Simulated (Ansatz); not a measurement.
```xyz
8

Al   -0.0110    0.0003   -0.1514
F    -0.0272    0.0133    1.5294
H     1.4241   -0.0084   -0.8171
H    -1.4110   -0.0042   -0.8760
C     0.0075   -0.0018    4.0725
H    -0.5795   -0.9154    4.0009
H     1.0913   -0.0494    3.9824
H    -0.4941    0.9655    4.0310
```

Not at a stationary point (largest force 0.7 eV/Å).

The calculation used UKS r2SCAN-D4/def2-SVP (Ansatz 0.2.0).

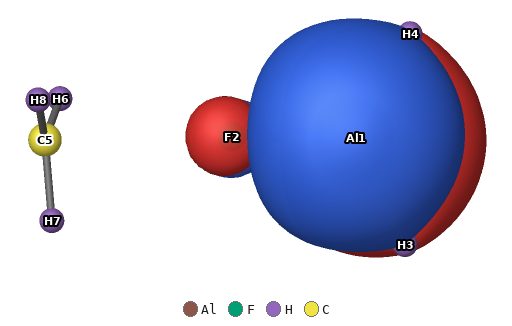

AlFH2···CH3 (doublet). One frontier orbital at ±0.1 Å⁻³ᐟ² (red and blue are the two phases), seen at a tilt.

**Which orbital is it: HOMO (α) or LUMO (α)?**

The LUMO (α), at −1.76 eV. It lies mainly on Al1 (about 80 %) and F2 (about 5 %).
